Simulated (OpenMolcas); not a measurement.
## Predicting a hybrid from its neighbours: SnH2Cl2

The species is SnH2Cl2 (5 atoms), meant as a singlet with charge 0. As SMILES, `[Cl][SnH2][Cl]`. The shape is that of a PBE0-D4/def2-TZVP optimisation.

The HOMO–LUMO gap y, in eV, basis def2-SVPD with a core potential; a is the functional's share of exact exchange. Programs: OpenMolcas 26.06.

```
functional     program     a  y (eV)
    r2SCAN  OpenMolcas     0    5.82
      BLYP  OpenMolcas     0    5.08
     B3LYP  OpenMolcas   0.2       ?
      PBE0  OpenMolcas  0.25    7.44
     BHLYP  OpenMolcas   0.5    9.55
```

Question: Fit y = c + s·a to the known rows and predict B3LYP.

Answer: 
1. Means of the 4 rows: a = 0.1875, y = 6.973.
2. Σ(Δa)² = 0.17188, Σ(Δa·Δy) = 1.4056, so the slope is 1.4056/0.17188 = 8.1778.
3. Intercept: 6.973 − (8.1778) × 0.1875 = 5.440. The largest residual of the fit is 0.38.
4. B3LYP: 5.440 + (8.1778) × 0.2 = 7.08 eV.

The run gave 6.88 eV, so the prediction is off by +0.20 eV, within the largest residual. Exact exchange lowers occupied levels and raises empty ones. The rows mix families of semi-local functionals, which the line can't see.

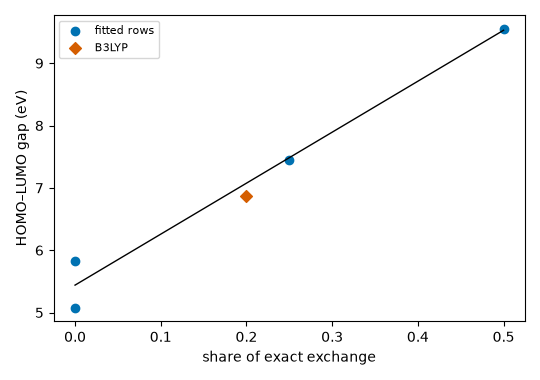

The fitted line, with the withheld row.
